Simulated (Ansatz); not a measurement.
# A computed series for Au: response to strain

Base system: Au in the fcc (Cu type) structure (space group Fm-3m, No. 225; a = 4.0477 Å; relaxed with 0.1 eV smearing). Axes: x, y, z lie along the cube axes.

Strains are applied to the cell and any free atomic positions relax.

Level of theory: LDA (Ansatz, a quantum-chemistry and plane-wave program; PAW; 420 eV plane waves; no spin-orbit coupling).

Notes on the quantities. energy relative to the base: free energy F.

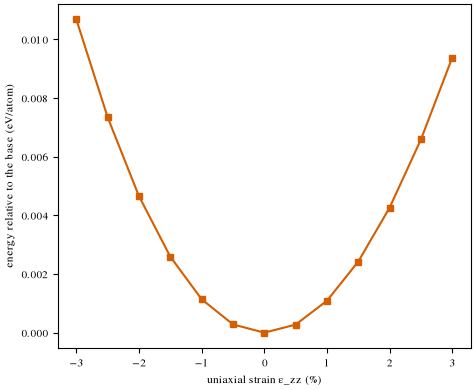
*Energy relative to the base against uniaxial strain ε_zz*

| uniaxial strain ε_zz (%) | energy relative to the base |
|---|---|
| -3 | +11 meV/atom |
| -2.5 | +7.3 meV/atom |
| -2 | +4.7 meV/atom |
| -1.5 | +2.6 meV/atom |
| -1 | +1.1 meV/atom |
| -0.5 | +0.3 meV/atom |
| 0.5 | +0.3 meV/atom |
| 1 | +1.1 meV/atom |
| 1.5 | +2.4 meV/atom |
| 2 | +4.3 meV/atom |
| 2.5 | +6.6 meV/atom |
| 3 | +9.4 meV/atom |

No phonon test of stability was made.
